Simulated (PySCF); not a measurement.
C4H7BOS

The calculation's input:

```
{"job": {"kind": "nmr", "xc": "PBE0", "basis": "pcSseg-1"}, "charge": 0, "multiplicity": 1}
C      0.478651     2.724180     0.414887
C      0.032653     1.632075     0.177799
B     -0.467633     0.227631    -0.117513
O     -1.753285     0.063960    -0.435315
C     -2.352073    -1.172591    -0.730227
S      0.674789    -1.195051    -0.050354
C      2.289258    -0.468086     0.389673
H      0.846139     3.687544     0.621389
H     -2.453689    -1.770955     0.179070
H     -3.338601    -0.969480    -1.147700
H     -1.751741    -1.737653    -1.448727
H      2.575461    -0.849158     1.365231
H      2.209250     0.613106     0.410365
H      3.010143    -0.785998    -0.357083
```

Run with:

```sh
OMP_NUM_THREADS=1 python probes_run.py task.json out
```

Geometry: GFN2-xTB.

The calculation used PySCF, PBE0/pcSseg-1, SCF density, gas phase, non-relativistic.

Question: Predict the electron density and electron localisation function between the atoms.

Answer: C–C (1.20 Å): ρ is about 2.8 e/Å³ halfway; the ELF peaks at about 0.85 between the atoms (a multiple bond).
B–O (1.33 Å): ρ is about 2.2 e/Å³ halfway; the ELF peaks at about 0.90 between the atoms, as expected for a polar covalent bond.
C–O (1.41 Å): ρ is about 2.1 e/Å³ halfway, with its minimum of 1.7 e/Å³ about 0.5 Å from C; the ELF peaks at about 0.90 between the atoms: a shared but strongly polarised pair.
C–B (1.52 Å): the density is about 1.5 e/Å³ at the midpoint; the ELF peaks at about 1 between the atoms, as expected for localised, covalent bonding.

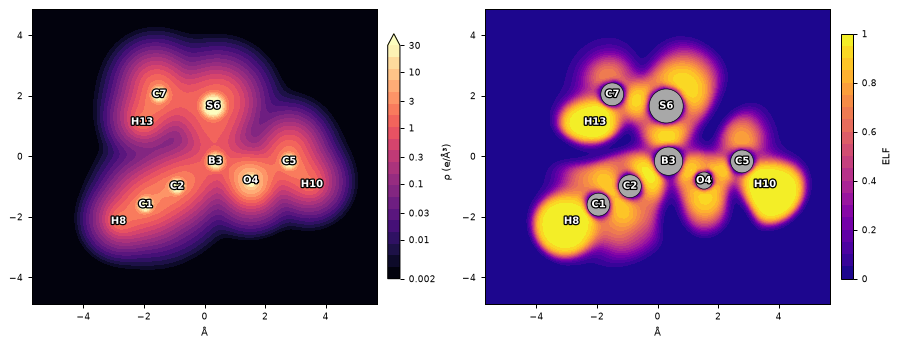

Computed electron density and electron localisation function on the plane of atoms O4, B3 and S6, in this order. Grey discs cover the atomic cores in the ELF map. 
